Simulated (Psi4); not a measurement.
**SiH4O2 (Si(OH)2H2): SVWN5/aug-cc-pVDZ**

Aim: the vertical ionisation energy of SiH4O2 (Si(OH)2H2) at SVWN5/aug-cc-pVDZ, from 2 runs. 

The results are computed with Psi4 1.11.

1 further run of the same task is left out (set aside as unsound or not needed).

**1. The molecule**

SiH4O2 has 7 atoms, charge 0, and is taken as a singlet. SMILES: `[H][Si]([H])(O)O`. The shape is that of a GFN2-xTB optimisation. This is one conformer, not always the lowest.

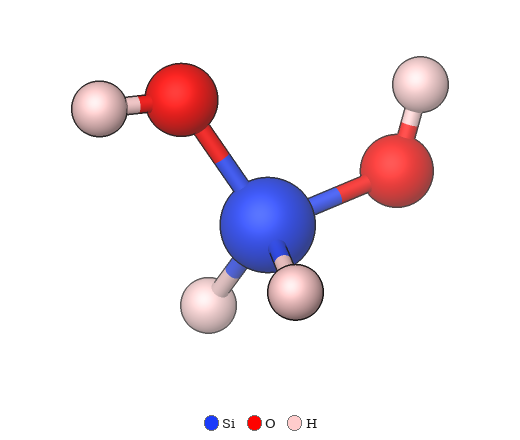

The structure, seen from a chosen angle (silicon blue, oxygen red, hydrogen pink).

**2. Energy and forces at SVWN5/aug-cc-pVDZ**

File input.dat:

```
memory 1.6 GB

molecule mol {
  0 1
  Si    -0.252250     0.063680    -0.346570
  O     -0.197710     0.044490     1.286260
  H     -0.995730     0.127050     1.796570
  O      1.284180    -0.072860    -0.831830
  H      1.933660    -0.433900    -0.234220
  H     -0.726770     1.342670    -0.855030
  H     -1.045380    -1.071130    -0.815180
  units angstrom
  symmetry c1
  no_reorient
  no_com
}

set {
  basis aug-cc-pVDZ
  puream true
  e_convergence 1e-09
  d_convergence 1e-08
  scf_type pk
  dft_radial_points 99
  dft_spherical_points 590
}

result, w = gradient("scf", dft_functional={"name": "SVWN5", "x_functionals": {"LDA_X": {}}, "c_functionals": {"LDA_C_VWN": {}}}, return_wfn=True)
```

Run with:

```console
$ psi4 -i input.dat -o output.dat -n 1
```

output.dat:

```text
[...]
  Running in c1 symmetry.
[...]
  Nuclear repulsion =  122.218765821461631
[...]
  Multiplicity = 1
[...]
  Nalpha       = 17
  Nbeta        = 17
[...]
    Number of basis functions: 109
[...]
   @RKS iter   1:  -439.72228713366803    6.00562e-02   9.89259e-03 ADIIS/DIIS
[...]
   @RKS iter  11:  -440.17452437925738   -3.22302e-11   8.79207e-09 DIIS
[...]
    Orbital Energies [Eh]
    ---------------------
    Doubly Occupied:
       1A    -65.168252     2A    -18.624982     3A    -18.618051
       4A     -5.060369     5A     -3.504197     6A     -3.501917
       7A     -3.499299     8A     -0.938267     9A     -0.913815
      10A     -0.542594    11A     -0.486645    12A     -0.402923
      13A     -0.362251    14A     -0.327984    15A     -0.315622
      16A     -0.292093    17A     -0.256347
[...]
  @RKS Final Energy:  -440.17452437925738
   => Energetics <=
    Nuclear Repulsion Energy =            122.2187658214616306
    One-Electron Energy =                -853.7104014395753211
    Two-Electron Energy =                 328.6945025006460241
    DFT Exchange-Correlation Energy =     -37.3773912617896826
    Empirical Dispersion Energy =           0.0000000000000000
    VV10 Nonlocal Energy =                  0.0000000000000000
    Total Energy =                       -440.1745243792573774
[...]
 Multipole Moments:
 ------------------------------------------------------------------------------------
     Multipole            Electronic (a.u.)      Nuclear  (a.u.)        Total (a.u.)
 ------------------------------------------------------------------------------------
 L = 1.  Multiply by 2.5417464519 to convert [e a0] to [Debye]
 Dipole X            :         -8.5499345            8.1750308           -0.3749037
 Dipole Y            :         -1.3214337            1.1891102           -0.1323235
 Dipole Z            :          2.9966951           -2.5027533            0.4939418
 Magnitude           :                                                    0.6340669
[...]
  -Total Gradient:
     Atom            X                  Y                   Z
    ------   -----------------  -----------------  -----------------
       1        0.016898855089    -0.000141441739     0.007351016462
       2       -0.018570223004     0.001239436427    -0.021291329575
       3        0.017886402069    -0.001346661477    -0.012058850929
       4       -0.023313031946    -0.005155087609     0.023624954477
       5       -0.012044709748     0.008286568015    -0.012092887463
       6        0.008161104251    -0.015392544362     0.007668223676
       7        0.010987192481     0.012515632776     0.006798262851
[...]
```

Run time: 33 s. Hardware: 1 thread of AMD EPYC 7B13 (Zen 3), shared host; peak memory 0.64 GiB.

**3. The doublet cation at the same level**

File h4o2si.xyz:

```xyz
7
H4O2Si
Si    -0.252250     0.063680    -0.346570
O     -0.197710     0.044490     1.286260
H     -0.995730     0.127050     1.796570
O      1.284180    -0.072860    -0.831830
H      1.933660    -0.433900    -0.234220
H     -0.726770     1.342670    -0.855030
H     -1.045380    -1.071130    -0.815180
```

File job.py:

```python
import psi4

psi4.set_memory('1600 MB')
psi4.set_num_threads(1)
psi4.core.set_output_file('psi4.out', False)

with open('h4o2si.xyz') as f:
    atoms = ''.join(f.readlines()[2:])
m = psi4.geometry('1 2\n' + atoms + 'symmetry c1\nno_reorient\nno_com')

psi4.set_options({
    'basis': 'aug-cc-pVDZ',
    'reference': 'uks',
    'puream': True,
    'e_convergence': 1e-09,
    'd_convergence': 1e-08,
    'scf_type': 'pk',
    'dft_radial_points': 99,
    'dft_spherical_points': 590,
    'maxiter': 200,
})

energy_value, wavefunction = psi4.gradient('scf', dft_functional={"name": "SVWN5", "x_functionals": {"LDA_X": {}}, "c_functionals": {"LDA_C_VWN": {}}}, return_wfn=True)
psi4.oeprop(wavefunction, 'LOWDIN_CHARGES', 'DIPOLE', 'MAYER_INDICES')
print('gradient / Eh bohr^-1')
print(energy_value.np.round(6))
print(f'energy = {wavefunction.energy():.10f} Eh')
```

Run with:

```console
$ python job.py
```

psi4.out, shortened:

```text
[...]
  Running in c1 symmetry.
[...]
  Nuclear repulsion =  122.218765821461631
[...]
  Multiplicity = 2
[...]
  Nalpha       = 17
  Nbeta        = 16
[...]
    Number of basis functions: 109
[...]
   @UKS iter   1:  -439.41296240453306    3.69381e-01   9.11973e-03 DIIS/ADIIS
[...]
   @UKS iter  14:  -439.79219955693640   -8.69704e-12   8.63291e-09 DIIS
[...]
   @S^2 Observed:                7.523570947E-01
[...]
  @UKS Final Energy:  -439.79219955693640
   => Energetics <=
    Nuclear Repulsion Energy =            122.2187658214616306
    One-Electron Energy =                -844.6356210097337680
    Two-Electron Energy =                 319.6574411805612499
    DFT Exchange-Correlation Energy =     -37.0327855492254798
    Empirical Dispersion Energy =           0.0000000000000000
    VV10 Nonlocal Energy =                  0.0000000000000000
    Total Energy =                       -439.7921995569363958
[...]
  -Total Gradient:
     Atom            X                  Y                   Z
    ------   -----------------  -----------------  -----------------
       1       -0.014307957762    -0.004750692682    -0.016535034330
       2       -0.015805754840     0.002092097800    -0.000844707534
       3        0.026564293007    -0.001778751399    -0.022728764376
       4        0.000583977615    -0.002487169555     0.033831050433
       5       -0.026141946636     0.009325872049    -0.018096774035
       6        0.012548891503    -0.024264859296     0.011866243032
       7        0.016565028771     0.021869172645     0.012507078883
[...]
 Multipole Moments:
 ------------------------------------------------------------------------------------
     Multipole            Electronic (a.u.)      Nuclear  (a.u.)        Total (a.u.)
 ------------------------------------------------------------------------------------
 L = 1.  Multiply by 2.5417464519 to convert [e a0] to [Debye]
 Dipole X            :         -8.8176689            8.1750308           -0.6426381
 Dipole Y            :         -1.2804785            1.1891102           -0.0913683
 Dipole Z            :          2.5599307           -2.5027533            0.0571774
 Magnitude           :                                                    0.6516142
[...]
```

The script printed:

```text
gradient / Eh bohr^-1
[[-0.014308 -0.004751 -0.016535]
 [-0.015806  0.002092 -0.000845]
 [ 0.026564 -0.001779 -0.022729]
 [ 0.000584 -0.002487  0.033831]
 [-0.026142  0.009326 -0.018097]
 [ 0.012549 -0.024265  0.011866]
 [ 0.016565  0.021869  0.012507]]
energy = -439.7921995569 Eh
```

Wall time 48 s (1 thread of AMD EPYC 7B13 (Zen 3), shared host); peak memory 0.64 GiB.

**4. Outcome**

Level: SVWN5/aug-cc-pVDZ.

| quantity | value |
| --- | --- |
| singlet SiH4O2: total energy | -440.17452 Eh |
| singlet SiH4O2: dipole moment | 1.61 D |
| singlet SiH4O2: HOMO energy | -6.98 eV |
| singlet SiH4O2: LUMO energy | -0.95 eV |
| singlet SiH4O2: HOMO–LUMO gap | 6.02 eV |
| singlet SiH4O2: largest force on an atom | 1.727 eV/Å |
| doublet cation: total energy | -439.79220 Eh |
| doublet cation: HOMO energy (highest over α and β) | -14.71 eV |
| doublet cation: LUMO energy (lowest over α and β) | -13.88 eV |
| doublet cation: ⟨S²⟩ | 0.752 |
| doublet cation: largest force on an atom | 1.800 eV/Å |
| vertical ionisation energy (to the doublet cation) | 10.404 eV |

**Reading.** The vertical ionisation energy comes to 10.40 eV (240 kcal/mol). The largest force (singlet SiH4O2) is 1.73 eV/Å: the shape isn't a stationary point for this species at this level. −ε(HOMO) before ionisation, 6.98 eV, is 3.43 eV below this ionisation energy.
